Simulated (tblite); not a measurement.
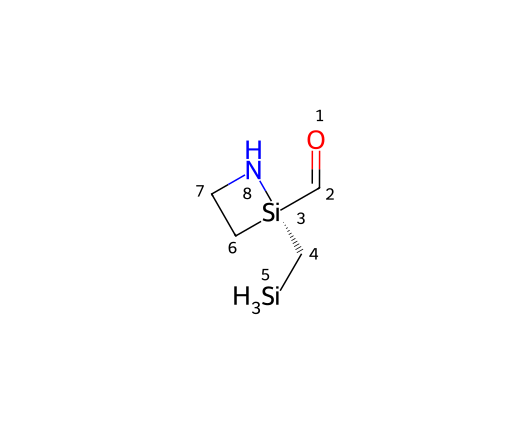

Skeletal drawing with numbered atoms; wedges and dashes mark any stereocentres. The configuration is that of a computed structure (GFN2-xTB).

> Give the R/S and E/Z labels.

Si3: R.

> Write the isomeric SMILES.

O=C[Si@@]1(C[SiH3])CCN1
